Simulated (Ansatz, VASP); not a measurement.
## Pt in two plane-wave programs

Wanted: the spread between two codes on one cell, functional and k mesh. The cell is taken from a series of VASP runs on this material, whose earlier steps may have relaxed, scaled or displaced it; both programs get it as it stands. Valence electrons are named where the data sets of a main pair hold unlike numbers.

Calculated with Ansatz 0.2.0; plane waves, with VASP 6.6.1 beside it; single point at LDA and band structure at LDA, spin-orbit coupling.

### 1. The structure

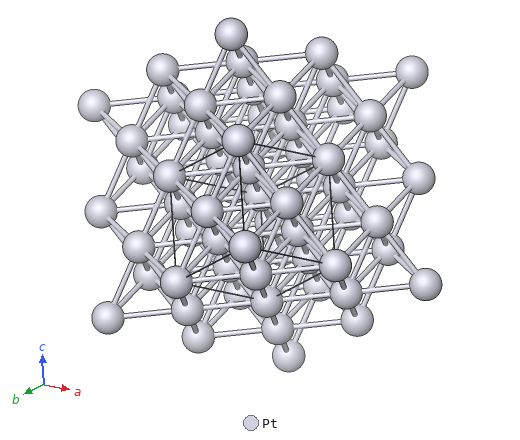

The starting structure, seen from a free direction (platinum light grey). 2×2×2 cells are drawn. This picture shows the conventional cell, with its axes. Some periodic images of atoms are drawn too.

### 2. Ansatz: single point, LDA

Ansatz runs on its default PAW (the set named soft_2) files.

With cell and atoms fixed, the geometry can't cause a difference; cores, projectors, grids and the points listed under the comparison can.

input.yaml

```yaml
crystal:
  lattice:
    - [0.0, 1.9488400081, 1.9488400081]
    - [1.9488400081, 0.0, 1.9488400081]
    - [1.9488400081, 1.9488400081, 0.0]
  atoms:
    - { symbol: Pt, position: [0.0, 0.0, 0.0] }
hamiltonian:
  xc: lda
  pseudopotentials: { kind: paw }
kpoints:
  mp_grid: { grid: [14, 14, 14] }
scf:
  occupations: { method: tetrahedron }
output:
  forces: true
  stress: true
```

Command:

```bash
> ansatz run input.yaml --threads 2 --pin off --max-ram 4608MiB --backend cpu --events-out ev --progress --plain --runs-dir out
```

Numbers of over 12 decimals in the logs are rounded to 6 here.

What it wrote:

```text
Warning: output.forces, output.stress, relax.cell or npt_langevin: where a Kohn–Sham band that disperses or a degenerate level is filled in part under the method tetrahedron, the forces or the stress that this run publishes need not agree with its energy (scf.occupations.method in the input reference, under Limitations); prefer a smearing scheme for the forces or the stress
Engine: ansatz 0.2.0, aarch64-unknown-linux-gnu
Pseudopotentials: kind: paw
Pseudopotential: Pt, paw, valence charge 18, recommended cutoff 420 eV (normal), Pt.paw.azcp
Functional definition: SPW92
  exchange = slater_x
  correlation = pw_c
Crystal: 1 atoms, lattice volume = 14.803 Å³
Basis set: ecut = 420 eV, 283 PW (Γ)
Bands: 13, of which v1, the nominal top of the filled ones, is band 9 counted from 1 (8 counted from 0)
Symmetry: 48 space group operations
Space group: Fm-3m (ITA 225), of the structure as read, at distance tolerance 2.5e-5 Å
k-points: 104 of 2744
Non-local potential: Pt, projectors of the file, l = 0: 3, l = 1: 2, l = 2: 2, l = 3: 1
PAW form: soft (Blöchl's): semilocal exchange-correlation on the pseudo side does not see the compensation charge
PAW frozen core: Pt, regenerated for the run's functional, and the local potential with it (the file was generated under x = pbe(κ = 0.804, μ = 0.219515), c = pbe(β = 0.066725))
PAW one-centre angular grid: Pt, 590 points (default); XC on 64 Gauss nodes
Initial density: superposition of atomic densities (neutral atoms: chi_scale 0, normalization atom), corrected by the library's trained network
Initial wavefunctions: pseudopotential atomic-orbital guess
Functional: x = slater, c = lda
SCF iter   1: F=—  HF=-12244.994326 eV  |F-HF|=—  |Δ(HF+E_count)|=         —  Δρ=6.45e-3  dr2=2.44e-3  ethr=1.77e-3  ⟨swp⟩=5.8  Hψ=7259  notcnv=0
preconditioner: auto → none  [metal: no gap  n_scr=8 (ndim 8)  ℏωp=30.5 eV  f_vac=0.000  sad-step TF]
SCF iter   2: F=—  HF=-12244.993897 eV  |F-HF|=—  |Δ(HF+E_count)|=   4.29e-4  Δρ=3.29e-3  dr2=5.04e-4  ethr=1.36e-5  ⟨swp⟩=2.1  Hψ=2973  notcnv=0  defer=5
SCF iter   3: F=—  HF=-12244.993768 eV  |F-HF|=—  |Δ(HF+E_count)|=   1.29e-4  Δρ=2.70e-4  dr2=2.20e-6  ethr=2.80e-6  ⟨swp⟩=2.1  Hψ=2218  notcnv=0  defer=5
SCF iter   4: F=—  HF=-12244.993767 eV  |F-HF|=—  |Δ(HF+E_count)|=   1.79e-6  Δρ=3.63e-5  dr2=9.06e-8  ethr=5.56e-10  ⟨swp⟩=4.9  Hψ=4895  notcnv=0
SCF iter   5: F=-12244.993767 eV  HF=-12244.993767 eV  |F-HF|=1.21e-9  |Δ(HF+E_count)|=   6.22e-7  Δρ=6.73e-6  dr2=2.13e-9  ethr=5.03e-10  ⟨swp⟩=4.0  Hψ=4101  notcnv=0
SCF 1 converged in 5 iterations: F = -12244.993767 eV  dr2 = 2.13e-9
  greatest PAW one-centre occupation: 1.000 electrons in one spin orbital (limit 2), on the Pt atom at site 0 (counted from 0), in its partial waves of l = 0
SCF converged after 5 iterations
Stability not checked: this state was not tested for a lower state beside it, because cold or Methfessel-Paxton smearing, or corrected tetrahedra, fill the levels in a way that the test cannot read (fill_not_monotonic; see scf.lower_state_search)
Free energy (F): -12244.993767 eV
Harris-Foulkes:  -12244.993767 eV  (|F-HF|=1.21e-9)
Internal energy: -12244.993722 eV  (E = F + TS)
E sigma→0 (E₀):  -12244.993767 eV
Entropy (-TS):   -0.000045 eV (-0.045 meV/atom)
Fermi energy:    23.603678 eV
--- Per-component energies (eV) ---
  E_band       = -126.530694
  E_kinetic    = 639.202232
  E_local      = -1443.593364  (includes V_loc(G=0)·N_el)
  E_nonlocal   = 206.867903
  E_hartree    = 534.598017
  E_xc         = -260.849367
  E_vxc        = -303.340216  (∫ρ·V_xc dr)
  E_paw        = -9177.665480  (= ΣΔE_a)
  E_vpaw       = -294.864264  (= ΣTr[D̂ρ^β])
  E_aug_tail   = 0.000160  (compensation charges beyond the density's cutoff)
  E_ewald      = -2744.017693
  E_core_change = 0.463869  (= ΣΔE_core)
  E_smearing   = -0.000045  (= −TS)
  E_closure    = 0.000000  (closes the sum)
  Σ components = -12244.993767   (vs F -12244.993767, Δ=0.00e0)
--- Forces (eV/Å), atoms counted from 1 ---
  atom   1  Pt    -0.00000000     0.00000000     0.00000000
  max |Σ_I F_I| component: 6.16e-32 eV/Å
--- Stress (GPa, compression-positive) ---
       -1.019221       0.000000       0.000000
        0.000000      -1.019221      -0.000000
       -0.000000       0.000000      -1.019221
  P = ⅓ Tr σ = -1.0192 GPa (-10.192 kbar)
--- Band table (eV; the first three rows and the last of 104) ---
  k-point 0: bands = [... 5 lower, 19.6835, 19.6835, 19.6835, 21.9441, 21.9441, 38.2066, 43.1957, 43.1957]
  k-point 1: bands = [... 5 lower, 19.5900, 19.7672, 19.7672, 21.8973, 21.8973, 38.5326, 42.1794, 43.5173]
  k-point 2: bands = [... 5 lower, 19.3774, 19.9622, 19.9622, 21.8274, 21.8274, 39.3558, 40.2583, 44.4338]
  k-point 103: bands = [... 5 lower, 18.3442, 19.5295, 21.6830, 24.1407, 30.8152, 31.0364, 32.7987, 35.8425]
```

It took 1.2 s on 2 threads of Arm Neoverse N1, shared host; peak memory 0.25 GiB; 1.9 s of CPU time.

In the SCF lines HF is the Harris–Foulkes energy and dr2 the Hartree energy of the density residual, in eV; the loop may stop once dr2 is under the threshold and the program's other checks hold. Hψ counts applications of the Hamiltonian.

The run ends at a pressure of -1.02 GPa.

### 3. VASP: single point, LDA

The same cell, functional (in two slightly different forms), mesh and smearing now go to VASP, with its own data sets.

Lines of VASP's logs that name or quote its potential files are left out, and so is its time.

INCAR

```
SYSTEM = Pt
PREC = Accurate
ENCUT = 400
EDIFF = 1E-06
NELM = 100
ISMEAR = -5
SIGMA = 0.2
LREAL = .FALSE.
ALGO = Normal
GGA = CA
NBANDS = 16
LASPH = .TRUE.
LORBIT = 11
LWAVE = .FALSE.
LCHARG = .FALSE.
KPAR = 2
NEDOS = 2001
```

POSCAR

```
Pt
1.0
    0.0000000000      1.9488400081      1.9488400081
    1.9488400081      0.0000000000      1.9488400081
    1.9488400081      1.9488400081      0.0000000000
Pt
1
Direct
    0.0000000000      0.0000000000      0.0000000000
```

KPOINTS

```
Automatic mesh
0
Gamma
14 14 14
0 0 0
```

PAW data sets: Pt (LDA family, release 64).

Command:

```bash
> mpirun -np 2 vasp_std
```

What it wrote:

```text
[banner, memory and clock lines left out]
running    2 mpi-ranks, on    1 nodes
 distrk:  each k-point on    1 cores,    2 groups
 distr:  one band on    1 cores,    1 groups

 POSCAR found type information on POSCAR Pt
 POSCAR found :  1 types and       1 ions
 LDA part: xc-table for (Slater(with rela. corr.)+CA(PZ))
 , standard interpolation
 POSCAR, INCAR and KPOINTS ok, starting setup
 FFT: planning ... GRIDC
 FFT: planning ... GRID_SOFT
 FFT: planning ... GRID
 WAVECAR not read
 entering main loop
       N       E                     dE             d eps       ncg     rms          rms(c)
DAV:   1     0.336490292674E+02    0.33649E+02   -0.41088E+03  3448   0.459E+02
DAV:   2    -0.735885721366E+01   -0.41008E+02   -0.39153E+02  4728   0.130E+02
DAV:   3    -0.794342722142E+01   -0.58457E+00   -0.58347E+00  4168   0.140E+01
DAV:   4    -0.794497155544E+01   -0.15443E-02   -0.15469E-02  4312   0.827E-01
DAV:   5    -0.794497938096E+01   -0.78255E-05   -0.78430E-05  4064   0.488E-02    0.140E+01
DAV:   6    -0.756068773918E+01    0.38429E+00   -0.74204E-01  4880   0.505E+00    0.717E+00
DAV:   7    -0.751598369523E+01    0.44704E-01   -0.13242E-01  4880   0.205E+00    0.261E+00
DAV:   8    -0.751144301831E+01    0.45407E-02   -0.47203E-03  3856   0.493E-01    0.569E-01
DAV:   9    -0.751126039633E+01    0.18262E-03   -0.94927E-05  4624   0.670E-02    0.824E-03
DAV:  10    -0.751126162387E+01   -0.12275E-05   -0.13327E-06  4056   0.668E-03    0.176E-03
DAV:  11    -0.751126133330E+01    0.29057E-06   -0.40616E-08  3672   0.974E-04
   1 F= -.75112613E+01 E0= -.75112613E+01  d E =0.000000E+00
|                                                                             |
|           W    W    AA    RRRRR   N    N  II  N    N   GGGG   !!!           |
|           W    W   A  A   R    R  NN   N  II  NN   N  G    G  !!!           |
|           W    W  A    A  R    R  N N  N  II  N N  N  G       !!!           |
|           W WW W  AAAAAA  RRRRR   N  N N  II  N  N N  G  GGG   !            |
|           WW  WW  A    A  R   R   N   NN  II  N   NN  G    G                |
|           W    W  A    A  R    R  N    N  II  N    N   GGGG   !!!           |
|                                                                             |
|     Tetrahedron method does not include variations of the Fermi             |
|     occupations, so forces and stress will be inaccurate. We suggest        |
|     using a different smearing scheme ISMEAR = 1 or 2 for metals in         |
|     relaxations.                                                            |
|                                                                             |
```

Parts of OUTCAR (step 3):

```text
ion  position               nearest neighbor table
   1  0.000  0.000  0.000-

  LATTYP: Found a face centered cubic cell.
 ALAT       =     3.8976800162

 Subroutine GETGRP returns: Found 48 space group operations
 (whereof 48 operations were pure point group operations)

The static configuration has the point symmetry O_h .

 Found    104 irreducible k-points:

   k-points           NKPTS =    104   k-points in BZ     NKDIM =    104   number of bands    NBANDS=     16

   dimension x,y,z NGX =    18 NGY =   18 NGZ =   18
   dimension x,y,z NGXF=    36 NGYF=   36 NGZF=   36

   ENCUT  =  400.0 eV  29.40 Ry    5.42 a.u.   4.49  4.49  4.49*2*pi/ulx,y,z

   NELECT =      10.0000    total number of electrons

 k-points in reciprocal lattice and weights: Automatic mesh
   0.00000000  0.00000000  0.00000000       0.000
   0.07142857  0.00000000  0.00000000       0.003
   0.14285714  0.00000000  0.00000000       0.003
   0.21428571  0.00000000  0.00000000       0.003
   0.28571429  0.00000000  0.00000000       0.003
   0.35714286  0.00000000  0.00000000       0.003
   0.42857143  0.00000000  0.00000000       0.003
   0.50000000  0.00000000  0.00000000       0.001
   0.07142857  0.07142857  0.00000000       0.002
[...]
-0.28571429  0.42857143  0.21428571       0.009
  -0.28571429  0.50000000  0.21428571       0.004

 average (electrostatic) potential at core
       1 -62.7195

 E-fermi :  11.4878

 k-point     1 :       0.0000    0.0000    0.0000
  band No.  band energies     occupation
    ...
      2       7.5722      2.00000
      3       7.5722      2.00000
      4       7.5722      2.00000
      5       9.8341      2.00000
      6       9.8341      2.00000
      7      26.0712      0.00000
      8      31.0995      0.00000
      9      31.0995      0.00000
     10      31.0995      0.00000
     11      36.6198      0.00000
    ...

 k-point     2 :       0.0714    0.0000    0.0000
  band No.  band energies     occupation
    ...
      2       7.4783      2.00000
      3       7.6555      2.00000
      4       7.6555      2.00000
      5       9.7871      2.00000
      6       9.7871      2.00000
      7      26.4014      0.00000
      8      30.0845      0.00000
      9      31.4270      0.00000
     10      31.4270      0.00000
     11      37.7383      0.00000
    ...

 k-point     3 :       0.1429    0.0000    0.0000
  band No.  band energies     occupation
    ...
      2       7.2653      2.00000
      3       7.8502      2.00000
      4       7.8502      2.00000
      5       9.7162      2.00000
      6       9.7162      2.00000
      7      27.2358      0.00000
      8      28.1612      0.00000
      9      32.3603      0.00000
     10      32.3603      0.00000
     11      37.4759      0.00000
    ...

  Total       -0.0245806     -0.0245806     -0.0245806     -0.0000000     -0.0000000      0.0000000
  in kB       -2.6603902     -2.6603902     -2.6603902     -0.0000000     -0.0000000      0.0000000
  external PRESSURE =      -2.6603902 kB  Pullay stress =       0.0000000 kB

  energy-cutoff  :      400.00
  volume of cell :       14.80
      direct lattice vectors                 reciprocal lattice vectors
     0.000000000  1.948840008  1.948840008    -0.256562877  0.256562877  0.256562877
     1.948840008  0.000000000  1.948840008     0.256562877 -0.256562877  0.256562877
     1.948840008  1.948840008  0.000000000     0.256562877  0.256562877 -0.256562877

 POSITION                                       TOTAL-FORCE (eV/Angst)
 -----------------------------------------------------------------------------------
      0.00000      0.00000      0.00000         0.000000      0.000000     -0.000000
 -----------------------------------------------------------------------------------
    total drift:                                0.000000     -0.000000     -0.000000

  FREE ENERGIE OF THE ION-ELECTRON SYSTEM (eV)
  ---------------------------------------------------
  free  energy   TOTEN  =        -7.5112613333 eV

  energy  without entropy=       -7.5112613333  energy(sigma->0) =       -7.51126133

 total charge
# of ion       s       p       d       tot
------------------------------------------
    1        0.649   0.634   8.069   9.353

[... 3 further parts left out ...]
```

The run ends at a pressure of -0.27 GPa.

### 4. Comparison

Known differences besides the potentials themselves: the two LDA forms differ slightly; the data sets hold 18 valence electrons in Ansatz (on its default PAW (the set named soft_2) files) and 10 in VASP; the cutoff is 420 eV in Ansatz and 400 eV in VASP; VASP's log shows a relativistic correction to its local exchange, Ansatz's none. Total energies have different zeros and are not compared.

The two programs side by side:

| quantity | Ansatz | VASP | difference |
| --- | --- | --- | --- |
| pressure (GPa) | -1.02 | -0.27 | -0.75 |

### 5. Other set-ups

Further runs change the set-up of one program: Ansatz's method, potentials or start, or VASP's data sets, cutoff or form of LDA. The table gives that difference for each run.

| run | pressure (GPa) |
| --- | --- |
| as above | -0.75 |
| Ansatz's all-electron LAPW method | -0.75 |

### 6. VASP: band structure, LDA, spin-orbit coupling

A single point gives forces, pressure and levels at one fixed geometry, so differences don't come from the geometry; what else differs is listed under the comparison.

INCAR

```
SYSTEM = Pt
PREC = Accurate
ENCUT = 400
EDIFF = 1E-06
NELM = 100
ISMEAR = 1
SIGMA = 0.2
LREAL = .FALSE.
ALGO = Normal
GGA = CA
LNONCOLLINEAR = .TRUE.
MAGMOM = 0 0 0
NBANDS = 22
GGA_COMPAT = .FALSE.
LASPH = .TRUE.
LSORBIT = .TRUE.
LMAXMIX = 4
LORBIT = 11
LWAVE = .FALSE.
LCHARG = .FALSE.
KPAR = 2
```

POSCAR is that of step 3.

KPOINTS

```
Automatic mesh
0
Gamma
8 8 8
0 0 0
```

KPOINTS_OPT

```
Line mode
16
Line-mode
Reciprocal
  0.00000000   0.00000000   0.00000000 GAMMA
  0.50000000   0.00000000   0.50000000 X

  0.50000000   0.00000000   0.50000000 X
  0.50000000   0.25000000   0.75000000 W

  0.50000000   0.25000000   0.75000000 W
  0.37500000   0.37500000   0.75000000 K

  0.37500000   0.37500000   0.75000000 K
  0.00000000   0.00000000   0.00000000 GAMMA

  0.00000000   0.00000000   0.00000000 GAMMA
  0.50000000   0.50000000   0.50000000 L

  0.50000000   0.50000000   0.50000000 L
  0.62500000   0.25000000   0.62500000 U

  0.62500000   0.25000000   0.62500000 U
  0.50000000   0.25000000   0.75000000 W

  0.50000000   0.25000000   0.75000000 W
  0.50000000   0.50000000   0.50000000 L

  0.50000000   0.50000000   0.50000000 L
  0.37500000   0.37500000   0.75000000 K

  0.62500000   0.25000000   0.62500000 U
  0.50000000   0.00000000   0.50000000 X
```

Command:

```bash
> mpirun -np 2 vasp_ncl
```

What it wrote:

```text
[... set-up lines as in an earlier step ...]
 entering main loop
       N       E                     dE             d eps       ncg     rms          rms(c)
DAV:   1     0.435561969176E+02    0.43556E+02   -0.40767E+03  1316   0.687E+02
DAV:   2    -0.735669119923E+01   -0.50913E+02   -0.47441E+02  1504   0.190E+02
DAV:   3    -0.832067386637E+01   -0.96398E+00   -0.95528E+00  1504   0.253E+01
DAV:   4    -0.832611187965E+01   -0.54380E-02   -0.54374E-02  1500   0.209E+00
[...]
DAV:   9    -0.788133950148E+01    0.37110E-03   -0.57065E-04  1498   0.243E-01    0.196E-01
DAV:  10    -0.788132866383E+01    0.10838E-04   -0.23808E-05  1402   0.496E-02    0.268E-02
DAV:  11    -0.788132951867E+01   -0.85484E-06   -0.88784E-07  1400   0.761E-03
   1 F= -.78813295E+01 E0= -.78770428E+01  d E =-.128601E-01  mag=    -0.0000    -0.0000    -0.0000
 Start KPOINTS_OPT (optional k-point list driver)
k-point batch [1-29\160]
       N       E                     dE             ncg
DAV:   1     0.381174941931E+04   -0.50931E+04     1308
DAV:   2     0.233600193030E+04   -0.14757E+04     1582
DAV:   3     0.230709543140E+04   -0.28906E+02     1464
DAV:   4     0.230690546824E+04   -0.18996E+00     1502
DAV:   5     0.230690316774E+04   -0.23005E-02     1480
DAV:   6     0.230690313451E+04   -0.33229E-04     1512
DAV:   7     0.230690313404E+04   -0.46447E-06     1236
[...]
k-point batch [146-160\160]
       N       E                     dE             ncg
DAV:   1     0.808817787453E+04   -0.45941E+04      676
DAV:   2     0.733653548517E+04   -0.75164E+03      786
DAV:   3     0.732140020462E+04   -0.15135E+02      774
DAV:   4     0.732129598438E+04   -0.10422E+00      726
DAV:   5     0.732129462422E+04   -0.13602E-02      774
DAV:   6     0.732129460409E+04   -0.20130E-04      726
DAV:   7     0.732129460380E+04   -0.29131E-06      654
```

(Part 1 of 2 ends here.)

[Lines on the potential files, build, host, timing and source positions are cut from VASP's logs without a mark.]

[Logs are printed without paths, hosts, clocks, repeated set-up lines and the standing remarks that a program may print on its own settings, such as how far it seeks lower states.]

[Hosts, paths, dates, database ids (printed as entryN), source tags and the programs' standing remarks are cut or masked in the printed files.]
